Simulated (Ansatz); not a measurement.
## Redistribution: C2H8OSi + C3H8Si → C2H10OSi2 + C3H6

Gas-phase species: C2H8OSi `CO[SiH2]C`, singlet; C3H8Si (prop-2-enylsilane) `C=CC[SiH3]`, singlet; C2H10OSi2 `CO[SiH2]C[SiH3]`, singlet; C3H6 (propene) `C=CC`, singlet. The partners trade H for SiH3; both sit on C, so the bond types are kept.

Shapes, held fixed at every level: PBE0-D4/def2-TZVP. Flexible molecules stand in one conformer, not always the lowest. Programs: Ansatz 0.2.0. Electronic energies: no zero-point or thermal term.

```tsv
level	kind	ΔE (kJ/mol)	less CCSD(T)/CBS estimate
PBE-D4/def2-TZVPP	GGA	-15.8	+1.0
r2SCAN-D4/def2-TZVPP	meta-GGA	-17.3	-0.5
PBE0-D4/def2-TZVPP	global hybrid	-16.9	-0.1
wB97M-V/def2-TZVPP	range-separated hybrid	-16.4	+0.4
MP2/def2-TZVPP	perturbation theory	-17.2	-0.4
CCSD/def2-TZVPP	coupled cluster or CI	-17.6	-0.8
CCSD(T)/CBS estimate	coupled cluster or CI	-16.8	0.0
```

The highest level, CCSD(T)/CBS estimate, gives ΔE = -16.8 kJ/mol; the levels span -17.6 to -15.8. The column of differences is taken from that level and isn't an error. No measured value is set beside it here. The CBS estimate extrapolates MP2 from def2-TZVPP and def2-QZVPP and adds CCSD(T) − MP2 in the triple-zeta set, cores frozen.

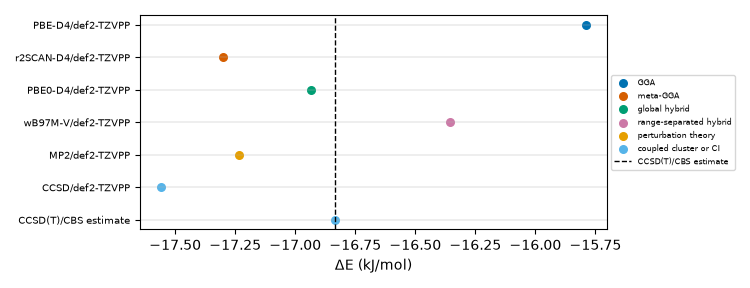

The values of the table, level by level.
